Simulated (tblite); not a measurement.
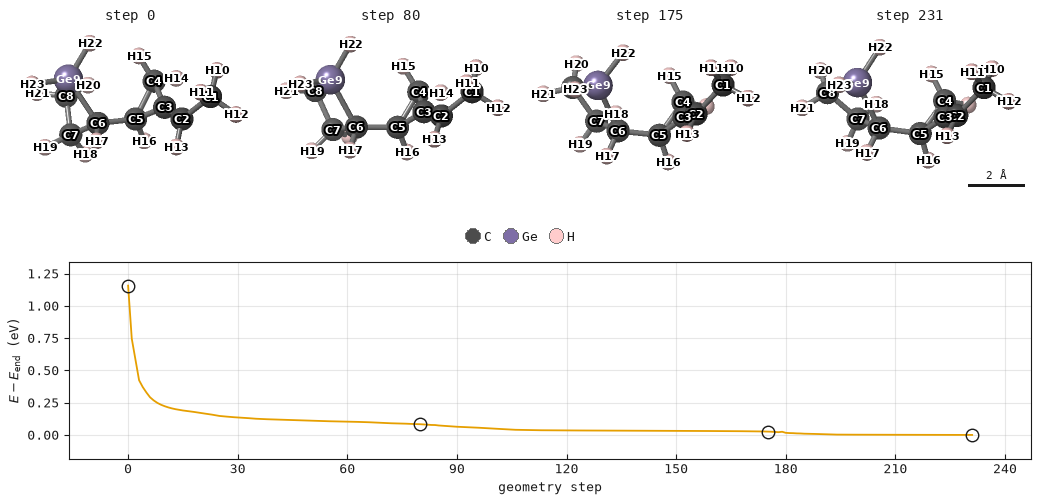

Frames of a relaxation of C$_{8}$H$_{14}$Ge, marked on the history of the run. The picture is a ball-and-stick view, seen at a tilt.

Computed with GFN2-xTB geometry optimisation, gas phase (tblite). 

**Describe the path.**

The atom that moves furthest after the best rigid fit is H18 (1.93 Å). By element the largest moves are H 1.93 Å, C 0.85 Å, Ge 0.44 Å. Near-neighbour distances that change, for instance: C6–Ge9 1.928 → 2.004 Å, C8–Ge9 1.933 → 1.994 Å, C3–C5 1.519 → 1.465 Å, C4–H14 1.131 → 1.082 Å. Bond angles that change, for instance: H22–Ge9–H23 116.2° → 106.3°, C2–C3–C4 157.3° → 148.5°, C6–C7–C8 93.5° → 101.6°. Groups turn about C6–C7 by about 65°, C7–C8 by about 60°, C6–Ge9 by about 50°. After 231 geometry steps the energy has fallen by 1.157 eV. The run took 1.8 s on 1 thread of Arm Neoverse V2, with other jobs on the host. From step 0 to 80: H18 moves most (0.84 Å), energy −1.074 eV. From step 80 to 175: H11 moves most (0.86 Å), energy −0.057 eV. From step 175 to 231: H20 moves most (0.60 Å), energy −0.026 eV.

```csv
step,"E − E(0), eV"
0,0.0000
1,-0.4108
2,-0.5725
3,-0.7329
4,-0.7855
5,-0.8275
6,-0.8648
7,-0.8891
8,-0.9083
9,-0.9228
10,-0.9340
22,-0.9950
33,-1.0268
45,-1.0412
57,-1.0516
68,-1.0612
80,-1.0737
91,-1.0943
103,-1.1123
115,-1.1208
126,-1.1224
138,-1.1246
150,-1.1257
161,-1.1264
173,-1.1293
184,-1.1452
196,-1.1544
208,-1.1552
219,-1.1558
231,-1.1567
```
